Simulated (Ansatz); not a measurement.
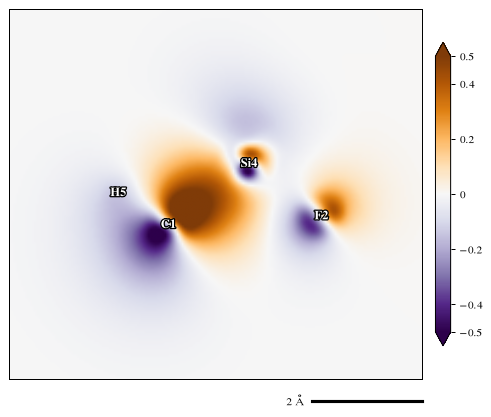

*CH$_{5}$FOSi. The HOMO on the plane of atoms C1, Si4 and F2 (values in Å⁻³ᐟ²; the overall sign is arbitrary).*

Geometry: PBE0-D3(BJ)/def2-SVP.

The calculation used isolated molecule in a Gaussian basis; Kohn-Sham density functional theory, functional PBE0 (Ansatz).

Input file:

```
crystal:
  periodic: [false, false, false]
  atoms:
    - {symbol: C, position_ang: [-0.521437, -1.238655, -0.899300]}
    - {symbol: F, position_ang: [-0.624899, -1.493535, 1.888836]}
    - {symbol: O, position_ang: [-1.889980, 0.639646, 0.883263]}
    - {symbol: Si, position_ang: [-1.519432, -0.952316, 0.640837]}
    - {symbol: H, position_ang: [-1.065554, -0.890866, -1.790867]}
    - {symbol: H, position_ang: [0.441809, -0.705972, -0.854070]}
    - {symbol: H, position_ang: [-0.303447, -2.310463, -1.026281]}
    - {symbol: H, position_ang: [-2.812728, -1.673683, 0.660842]}
    - {symbol: H, position_ang: [-1.169165, 1.275243, 0.856478]}
basis:
  gaussian:
    orbitals: def2-TZVPD
total_charge: 0
hamiltonian:
  xc: {name: PBE0}
output: {forces: true, orbitals: {seedname: orbitals}}
```

Launched as:

```sh
ansatz run input.yaml --threads 2 --pin off --max-ram 4350MiB --events-out events.jsonl --progress --plain --runs-dir runs
```

Question: What is the character of this orbital?

Answer: By Hirshfeld shares it lies mainly on C1 (about 30 %), Si4 (about 20 %), O3 (about 20 %) and H8 (about 15 %). Its energy is −8.99 eV.
